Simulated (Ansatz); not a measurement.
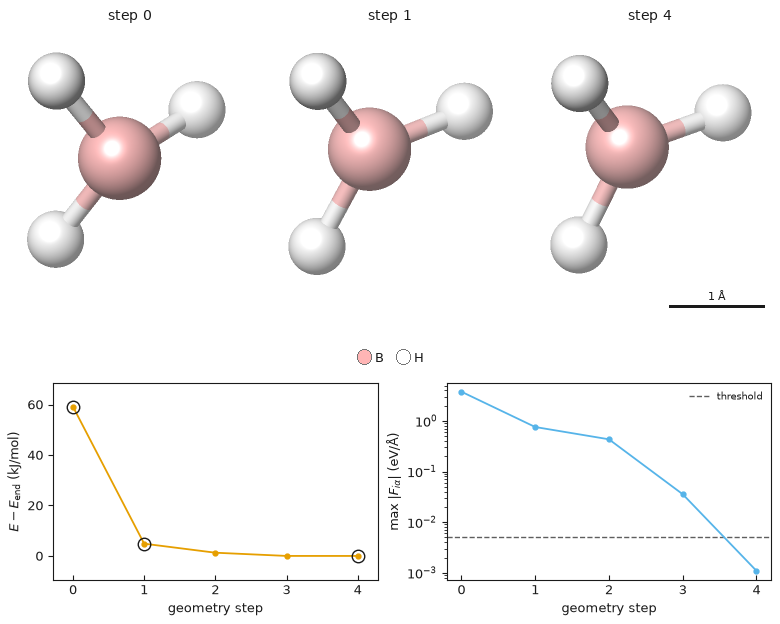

Frames of a relaxation of BH$_{3}$, marked on the history of the run. A ball-and-stick model, seen at a tilt.

It is one of the separated products of a reaction.

All numbers below come from RKS PBE0-D4/def2-TZVP in Ansatz.

Input file:
```yaml
crystal:
  periodic: [false, false, false]
  atoms:
    - {symbol: B, position_ang: [0.126657, -0.272425, 1.483240]}
    - {symbol: H, position_ang: [-0.948881, 0.248878, 1.706156]}
    - {symbol: H, position_ang: [0.140165, -1.461499, 1.730285]}
    - {symbol: H, position_ang: [1.058818, 0.327198, 1.979880]}
basis:
  gaussian: {orbitals: def2-TZVP}
hamiltonian: {xc: pbe0, dispersion: d4}
relax: {f_tol: 0.005, max_steps: 200}
```

Command:
```bash
ansatz run in.yaml --threads 4 --pin off --events-out ev --progress --plain --max-ram 9574MiB
```

Q: What happens along the run?

A: Over 4 geometry steps the energy falls by 59.2 kJ/mol. The largest force component goes from 3.8 to 0.0011 eV/Å. The atom that moves furthest after the best rigid fit is B1 (0.24 Å). Largest moves by element: B 0.24 Å, H 0.08 Å. Some distances before and after: B1–H2 1.216 → 1.194 Å, B1–H3 1.215 → 1.194 Å. Among the angles between lasting bonds that change: H2–B1–H3 113.1° → 120.0°. From step 0 to 1: B1 moves most (0.20 Å), energy −54.3 kJ/mol. From step 1 to 4: B1 moves most (0.05 Å), energy −4.86 kJ/mol.
